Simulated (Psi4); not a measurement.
# One shape, several levels: doublet [S2F2]+

We compute a comparison of 3 runs (UB2PLYP/6-311+G**, UBHLYP/6-311+G**, UCAM-B3LYP/6-311+G**) of doublet [S2F2]+. 

Program for the calculation: Psi4 1.11.

**1. The molecule**

The species is [S2F2]+ (4 atoms), meant as a doublet with charge +1. As SMILES of the parent species, `FSSF`. Geometry: relaxed at PBE0-D4/def2-TZVP. That shape belongs to the parent species and isn't relaxed for this state.

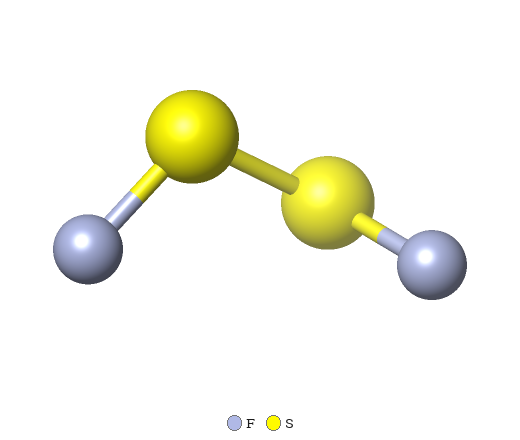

The structure, seen from a chosen angle (fluorine light blue, sulfur yellow).

**2. A single-point energy at UB2PLYP/6-311+G(d,p) (density fitting for correlation) (run 1)**

File f2s2.in:

```
memory 2200 MB

molecule molecule1 {
  1 2
  F     -1.783750    -0.199930    -0.621590
  S     -0.467670     0.764150    -0.632370
  S      1.044990    -0.276390    -0.184720
  F      1.206410    -0.287820     1.438680
  symmetry c1
  no_reorient
  no_com
}

set basis 6-311+G**
set reference uks
set puream true
set e_convergence 1e-09
set d_convergence 1e-08
set scf_type pk
set dft_radial_points 99
set dft_spherical_points 590
set num_frozen_docc 12
set maxiter 100

energy_value = energy("b2plyp")
```

Run with:

```bash
$ psi4 -i f2s2.in -o f2s2.out -n 1
```

f2s2.out:

```text
[...]
  Running in c1 symmetry.
[...]
  Nuclear repulsion =  230.128319113788450
[...]
  Multiplicity = 2
[...]
  Nalpha       = 25
  Nbeta        = 24
[...]
    Number of basis functions: 104
[...]
   @UKS iter   1:  -994.94445367837886    3.50110e-01   5.20409e-03 ADIIS/DIIS
[...]
   @UKS iter  17:  -995.04900665132004   -3.29692e-12   2.85462e-09 DIIS
[...]
   @S^2 Observed:                7.841075860E-01
[...]
  @UKS Final Energy:  -995.04900665132004
   => Energetics <=
    Nuclear Repulsion Energy =            230.1283191137884501
    One-Electron Energy =               -1821.4621152976592384
    Two-Electron Energy =                 630.6416303254355853
    DFT Exchange-Correlation Energy =     -34.3568407928847748
    Empirical Dispersion Energy =           0.0000000000000000
    VV10 Nonlocal Energy =                  0.0000000000000000
    Total Energy =                       -995.0490066513200418
[...]
 Multipole Moments:
 ------------------------------------------------------------------------------------
     Multipole            Electronic (a.u.)      Nuclear  (a.u.)        Total (a.u.)
 ------------------------------------------------------------------------------------
 L = 1.  Multiply by 2.5417464519 to convert [e a0] to [Debye]
 Dipole X            :         -6.9867087            7.6364967            0.6497879
 Dipole Y            :         -5.9033300            6.4522998            0.5489698
 Dipole Z            :          9.8889035          -10.8085342           -0.9196307
 Magnitude           :                                                    1.2527222
[...]
```

Wall time 13 s (1 thread of Intel Xeon 6975P-C (Granite Rapids), shared host); peak memory 0.91 GiB.

**3. Energy and forces at UBHLYP/6-311+G(d,p) (run 2)**

File f2s2.py:

```python
import psi4

psi4.set_memory(2200000000)
psi4.set_num_threads(1)
psi4.core.set_output_file('run.log', False)

geom = psi4.geometry("""
1 2
F     -1.783750    -0.199930    -0.621590
S     -0.467670     0.764150    -0.632370
S      1.044990    -0.276390    -0.184720
F      1.206410    -0.287820     1.438680
units angstrom
symmetry c1
""")

psi4.set_options({
    'reference': 'uks',
    'puream': True,
    'e_convergence': 1e-09,
    'd_convergence': 1e-08,
    'scf_type': 'pk',
    'dft_radial_points': 99,
    'dft_spherical_points': 590,
    'maxiter': 100,
})

E = psi4.gradient("bhhlyp/6-311+G**", molecule=geom)
print('gradient / Eh bohr^-1')
print(E.np.round(6))
```

Run with:

```bash
$ python f2s2.py
```

run.log:

```text
[...]
  Running in c1 symmetry.
[...]
  Nuclear repulsion =  230.128319113788450
[...]
  Multiplicity = 2
[...]
  Nalpha       = 25
  Nbeta        = 24
[...]
    Number of basis functions: 104
[...]
   @UKS iter   1:  -995.48675126403759    3.63824e-01   5.27218e-03 ADIIS/DIIS
[...]
   @UKS iter  16:  -995.58959220613303   -8.41283e-12   6.37604e-09 DIIS
[...]
   @S^2 Observed:                7.803935892E-01
[...]
  @UKS Final Energy:  -995.58959220613303
   => Energetics <=
    Nuclear Repulsion Energy =            230.1283191137884501
    One-Electron Energy =               -1821.6080305425268762
    Two-Electron Energy =                 632.8870017121749925
    DFT Exchange-Correlation Energy =     -36.9968824895695434
    Empirical Dispersion Energy =           0.0000000000000000
    VV10 Nonlocal Energy =                  0.0000000000000000
    Total Energy =                       -995.5895922061330339
[...]
  -Total Gradient:
     Atom            X                  Y                   Z
    ------   -----------------  -----------------  -----------------
       1       -0.020541756572    -0.018045372191    -0.017835523585
       2        0.053042054958    -0.000161075600     0.029921331588
       3       -0.047359976921     0.004960871672    -0.037960302206
       4        0.014867201353     0.013251928644     0.025863851020
[...]
```

Standard output:

```text
gradient / Eh bohr^-1
[[-0.020542 -0.018045 -0.017836]
 [ 0.053042 -0.000161  0.029921]
 [-0.04736   0.004961 -0.03796 ]
 [ 0.014867  0.013252  0.025864]]
```

Run time: 16 s. Hardware: 1 thread of Intel Xeon 6975P-C (Granite Rapids), shared host; peak memory 0.91 GiB.

**4. The energy at UCAM-B3LYP/6-311+G(d,p) (run 3)**

File f2s2.dat:

```
memory 2200 MB

molecule m {
  1 2
  F     -1.783750    -0.199930    -0.621590
  S     -0.467670     0.764150    -0.632370
  S      1.044990    -0.276390    -0.184720
  F      1.206410    -0.287820     1.438680
  symmetry c1
  no_reorient
  no_com
}

set basis 6-311+G**
set reference uks
set puream true
set e_convergence 1e-09
set d_convergence 1e-08
set scf_type pk
set dft_radial_points 99
set dft_spherical_points 590
set maxiter 100

E = energy("cam-b3lyp")
print_variables()
```

Run with:

```bash
$ psi4 f2s2.dat f2s2.out -n 1
```

f2s2.out:

```text
[...]
  Running in c1 symmetry.
[...]
  Nuclear repulsion =  230.128319113788450
[...]
  Multiplicity = 2
[...]
  Nalpha       = 25
  Nbeta        = 24
[...]
    Number of basis functions: 104
[...]
   @UKS iter   1:  -995.55888846181085    3.76812e-01   5.57076e-03 DIIS/ADIIS
[...]
   @UKS iter  16:  -995.65988661991037   -9.54969e-12   5.77709e-09 DIIS
[...]
   @S^2 Observed:                7.709385417E-01
[...]
  @UKS Final Energy:  -995.65988661991037
   => Energetics <=
    Nuclear Repulsion Energy =            230.1283191137884501
    One-Electron Energy =               -1821.6896523668610826
    Two-Electron Energy =                 650.6332870846571268
    DFT Exchange-Correlation Energy =     -54.7318404514948611
    Empirical Dispersion Energy =           0.0000000000000000
    VV10 Nonlocal Energy =                  0.0000000000000000
    Total Energy =                       -995.6598866199103668
[...]
 Multipole Moments:
 ------------------------------------------------------------------------------------
     Multipole            Electronic (a.u.)      Nuclear  (a.u.)        Total (a.u.)
 ------------------------------------------------------------------------------------
 L = 1.  Multiply by 2.5417464519 to convert [e a0] to [Debye]
 Dipole X            :         -7.0066208            7.6364967            0.6298759
 Dipole Y            :         -5.9201486            6.4522998            0.5321511
 Dipole Z            :          9.9170811          -10.8085342           -0.8914531
 Magnitude           :                                                    1.2143381
[...]
```

Run time: 18 s. Hardware: 1 thread of Intel Xeon 6975P-C (Granite Rapids), shared host; peak memory 1 GiB.

**5. All runs side by side**

```csv
run,level,task,fitting correlation,energy (Eh),HOMO energy (eV),LUMO energy (eV),⟨S²⟩,wall time
1,UB2PLYP/6-311+G** (density fitting for correlation),energy,density fitting,-995.278810,-16.70,-12.21,0.784,13 s
2,UBHLYP/6-311+G**,gradient,–,-995.589592,-16.82,-12.60,0.780,16 s
3,UCAM-B3LYP/6-311+G**,energy,–,-995.659887,-17.01,-12.41,0.771,18 s
```

**6. Summary of results**

```
                                 quantity          value
                      run 3: total energy  -995.65989 Eh
run 3: HOMO energy (highest over α and β)      -17.01 eV
 run 3: LUMO energy (lowest over α and β)      -12.41 eV
                              run 3: ⟨S²⟩          0.771
```

**Reading.** Totals of different functionals can't be ranked against each other. All runs together took 47 s, the longest 18 s.
